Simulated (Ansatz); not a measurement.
# Mo2W: further runs on a relaxed guess

This session takes a relaxed cell of Mo2W and sets out to compute bands, density of states and charges.

Computed with Ansatz 0.2.0 (DFT PBE, scalar-relativistic, plane waves, PAW, unless a step's input says otherwise).

1 further run of the same task is left out (set aside as unsound or not needed).

## 1. Starting point

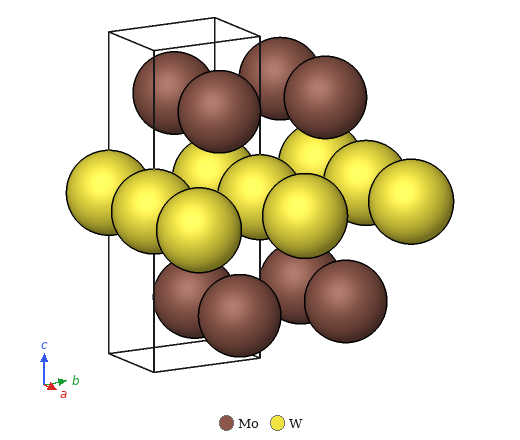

Start, viewed slightly off an axis; molybdenum brown, tungsten yellow. 2×2×1 cells are drawn. Atoms on the faces are drawn again on the opposite ones.

Coordinates:

```cif
data_structure
_symmetry_space_group_name_H-M 'P 1'
_symmetry_Int_Tables_number 1
_cell_length_a 3.0027
_cell_length_b 3.0027
_cell_length_c 6.2766
_cell_angle_alpha 90.000
_cell_angle_beta 90.000
_cell_angle_gamma 120.000
_cell_volume 49.01
loop_
_atom_site_label
_atom_site_type_symbol
_atom_site_fract_x
_atom_site_fract_y
_atom_site_fract_z
_atom_site_occupancy
Mo1 Mo 0.66667 0.33333 0.83416 1
Mo2 Mo 0.33333 0.66667 0.16584 1
W1 W 0.00000 0.00000 0.50000 1
```

It is the end of an earlier relaxation with the same method, from a generated guess; it is a trial structure. At a tolerance of 0.05 Å it has space group P-3m1 (No. 164); it has 16.34 Å³/atom, an uncorrected energy of +0.39 eV/atom over the elements.

## 2. Electronic structure at the relaxed geometry

Contents of input.yaml:

```yaml
crystal:
  lattice:
    - [3.0027494472, 0.0, 0.0]
    - [-1.5013747236, 2.6004573025, 0.0]
    - [0.0, 0.0, 6.2765865323]
  atoms:
    - { symbol: Mo, position: [0.6666666667, 0.3333333333, 0.8341632178] }
    - { symbol: Mo, position: [0.3333333333, 0.6666666667, 0.1658367822] }
    - { symbol: W, position: [0.0, 0.0, 0.5] }
basis:
  ecutwfc: 420
kpoints:
  mp_grid: { grid: [18, 18, 8] }
  band_path:
    path:
      - [[0.0, 0.0, 0.0], [0.5, 0.0, 0.0], [0.33333333, 0.33333333, 0.0], [0.0, 0.0, 0.0], [0.0, 0.0, 0.5], [0.5, 0.0, 0.5], [0.33333333, 0.33333333, 0.5], [0.0, 0.0, 0.5]]
      - [[0.5, 0.0, 0.5], [0.5, 0.0, 0.0]]
      - [[0.33333333, 0.33333333, 0.5], [0.33333333, 0.33333333, 0.0]]
    npoints: 14
hamiltonian:
  xc: pbe
scf:
  occupations: { method: gaussian, width: 0.1 }
  n_extra_bands: 7
output:
  forces: true
  stress: true
  eigenvalues: true
  populations: true
  dos: { projected: true, de: 0.02, nscf_kmesh: { grid: [22, 22, 10] } }
  bader: true
  write_density: true
  write_potential: true
  elf: true
  volumetric_format: npy
```

Started as:

```
$ ansatz run input.yaml --threads 1 --pin off --max-ram 2560MiB --backend cpu --events-out ev --progress --plain --runs-dir out
```

Log, shortened:

```text
Warning: RAYON_NUM_THREADS=1 ignored (pool sized by the plan → 1); use --threads N
scf.n_extra_bands = 7 over 21 filled bands (N_el = 42.0): the run solves 28 bands
[...]
Pseudopotentials: kind: paw
Pseudopotential: Mo, paw, valence charge 14, recommended cutoff 420 eV (normal), Mo.paw.azcp
Pseudopotential: W, paw, valence charge 14, recommended cutoff 420 eV (normal), W.paw.azcp
Functional definition: PBE
[...]
Crystal: 3 atoms, lattice volume = 49.011 Å³
Basis set: ecut = 420 eV, 933 PW (Γ), exchange–correlation on 48×48×90 points (8 copies of the dense FFT grid, shifted against one another)
Bands: 28, of which v1, the nominal top of the filled ones, is band 21 counted from 1 (20 counted from 0)
Symmetry: 12 space group operations
Space group: P-3m1 (ITA 164), of the structure as read, at distance tolerance 3.7e-5 Å
k-points: 266 of 2592
[...]
SCF iter   1: F=—  HF=-20295.728015 eV  |F-HF|=—  |Δ(HF+E_count)|=         —  Δρ=6.27e-3  dr2=5.00e-2  ethr=1.77e-3  ⟨swp⟩=5.4  Hψ=31124  notcnv=0
[...]
SCF iter   6: F=-20295.723120 eV  HF=-20295.723120 eV  |F-HF|=7.33e-9  |Δ(HF+E_count)|=   4.71e-8  Δρ=4.93e-6  dr2=1.45e-8  ethr=2.38e-10  ⟨swp⟩=11.1  Hψ=46711  notcnv=0
[...]
NSCF: frozen V_eff on 129 k-points
NSCF: frozen V_eff on 472 k-points
SCF converged after 6 iterations
Free energy (F): -20295.723120 eV
[...]
E sigma→0 (E₀):  -20295.716763 eV
Entropy (-TS):   -0.012715 eV (-4.238 meV/atom)
Fermi energy:    20.458494 eV
[...]
--- Forces (eV/Å), atoms counted from 1 ---
  atom   1  Mo     0.00000000    -0.00000000     0.00186898
  atom   2  Mo     0.00000000     0.00000000    -0.00186898
  atom   3  W     -0.00000000     0.00000000     0.00000000
[...]
--- Stress (GPa, compression-positive) ---
       -0.000651       0.000000       0.000000
        0.000000      -0.000651       0.000000
        0.000000       0.000000       0.008987
  P = ⅓ Tr σ = 0.0026 GPa (0.026 kbar)
--- Band table (eV; the first three rows and the last of 266) ---
[...]
--- Löwdin populations: 3 sites ---
  site symbol       q [e]
     0     Mo     13.9976
     1     Mo     13.9976
     2      W     13.7318
  spilling = 0.006501 (of n_electrons = 42.000000)
--- Bader charges: 3 sites ---
  site symbol  charge [e]  shift [e]
     0     Mo      0.0155     0.0001
     1     Mo      0.0155     0.0001
     2      W     -0.0310     0.0001
  estimated error of the sums over rays = 3.8e-4 e
```

Wall time 47 s (1 thread of Intel Xeon Platinum 8488C (Sapphire Rapids), shared host); peak memory 0.71 GiB.

Per atom:

| atom | Löwdin electrons | Bader charge (e) | Bader volume (Å³) |
| --- | --- | --- | --- |
| Mo1 | 14.00 | +0.02 | 16.0 |
| Mo2 | 14.00 | +0.02 | 16.0 |
| W3 | 13.73 | -0.03 | 16.9 |

The Löwdin counts miss 0.27 of the 42 electrons, which the atomic orbitals do not span, so they are no charges.

bands.tsv at the labelled points (eV, zero at the Fermi level; the bands nearest the Fermi level):

| point | band 18 | band 19 | band 20 | band 21 | band 22 | band 23 | band 24 | band 25 |
| --- | --- | --- | --- | --- | --- | --- | --- | --- |
| Γ | -1.14 | -1.14 | -1.07 | -1.07 | 0.06 | 0.19 | 0.93 | 2.20 |
| M | -1.42 | -1.08 | -0.94 | -0.64 | -0.47 | 2.79 | 3.00 | 3.52 |
| K | -3.09 | -0.81 | -0.73 | -0.73 | 1.77 | 2.05 | 2.05 | 2.86 |
| Γ | -1.14 | -1.14 | -1.07 | -1.07 | 0.06 | 0.19 | 0.93 | 2.20 |
| A | -1.10 | -1.10 | -0.98 | -0.98 | -0.43 | -0.35 | 1.10 | 1.10 |
| L | -2.20 | 0.20 | 0.48 | 0.55 | 0.63 | 1.86 | 2.30 | 2.79 |
| H | -3.04 | -1.69 | -1.61 | -1.61 | 1.34 | 1.67 | 1.67 | 3.38 |
| A | -1.10 | -1.10 | -0.98 | -0.98 | -0.43 | -0.35 | 1.10 | 1.10 |
| L | -2.20 | 0.20 | 0.48 | 0.55 | 0.63 | 1.86 | 2.30 | 2.79 |
| M | -1.42 | -1.08 | -0.94 | -0.64 | -0.47 | 2.79 | 3.00 | 3.52 |
| H | -3.04 | -1.69 | -1.61 | -1.61 | 1.34 | 1.67 | 1.67 | 3.38 |
| K | -3.09 | -0.81 | -0.73 | -0.73 | 1.77 | 2.05 | 2.05 | 2.86 |

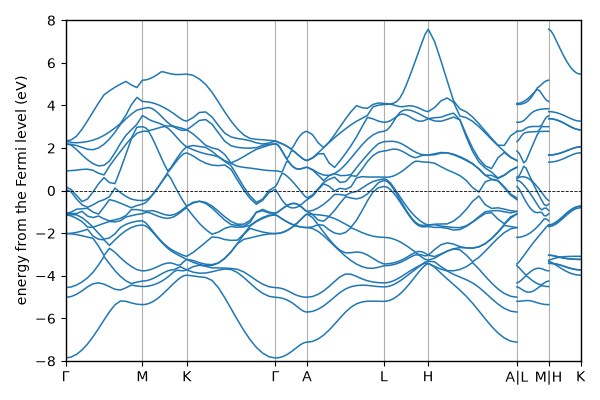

Bands along the path. Deeper bands lie below the window drawn.

States per cell in windows of 1 eV, from dos.tsv and pdos.tsv (zero at the Fermi level):

```
from  to  total  Mo 5s  Mo 4d  W 5d
  -7  -6   0.29   0.10   0.02  0.01
  -6  -5   0.85   0.18   0.25  0.17
  -5  -4   2.97   0.42   1.49  0.81
  -4  -3   3.50   0.19   2.15  1.04
  -3  -2   3.59   0.07   2.38  1.03
  -2  -1   3.93   0.17   2.50  1.06
  -1   0   2.70   0.18   1.59  0.70
   0   1   3.15   0.11   2.01  0.88
```

The solved bands begin to run out at 1.9 eV, so nothing above is shown.

Below -7 eV lie 24 or so more states.

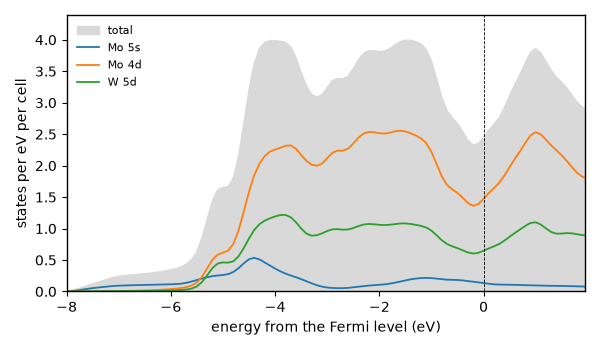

Total and projected density of states, smoothed over about 0.40 eV.

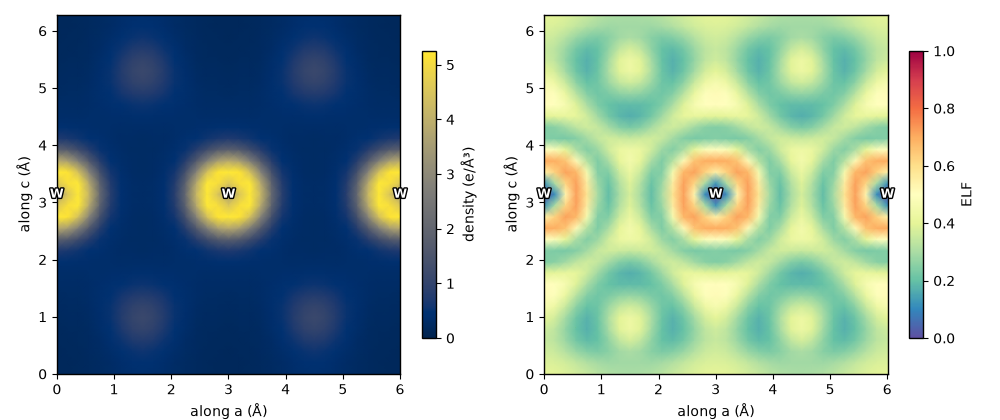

Density (left) and ELF (right) in a lattice plane of the grid's cell (edges 3.00 and 6.28 Å, at 0.000 of the third edge), which holds W. Only atoms in the plane are labelled. Both are smooth fields of the valence electrons: close to the nuclei they are not physical.

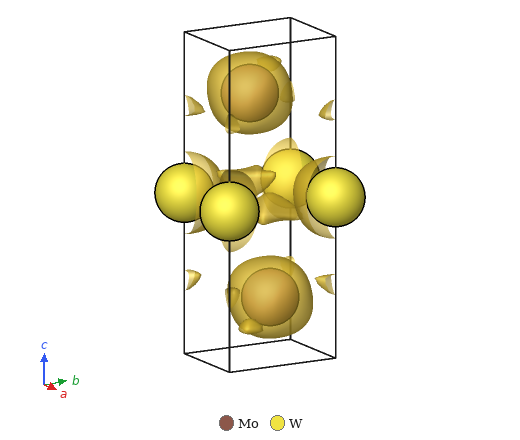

Surface of ELF = 0.48, drawn in one cell.

Outside the cores ELF peaks at 0.54 between the atoms, 1.7 Å from W.

## 3. Results

| quantity | value |
| --- | --- |
| gap | none (metal) |
| states at the Fermi level | 2.45 per eV per cell |
| Bader charges | Mo +0.02, W -0.03 e |

**Reading.** It comes out metallic. Of the projected weight within 0.25 eV of the Fermi level, the largest part is Mo 4d (63 %) and W 5d (28 %). Bader charges reach 0.0 e, so charge transfer in this metal is small. These runs have no spin-orbit coupling; with W it would split and shift bands.
